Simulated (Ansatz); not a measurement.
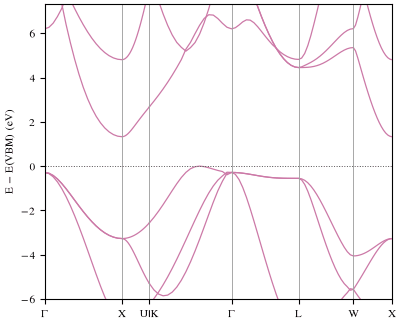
Figure. Band structure from DFT-r²SCAN in the program Ansatz with PAW potentials

Task: Read off the gap and where the band edges lie.

Result: About 1.3 eV (1.33 eV by a search for the band edges); maximum on the K–Γ line, 61 % of the way from K, minimum at X.

The material is BeS (rock salt, Fm-3m).

The start of the workflow was typed in or built on a structure type; neither database checked (COD, Materials Project) lists it. COD files the formula under space group No. 216, so this cell is another polymorph or a model. Its standing as an ambient phase is unchecked. Symmetry was held in the r²SCAN relaxation; whether a distortion lowers the energy is not shown.

Potentials: the later of the program's two PAW sets.
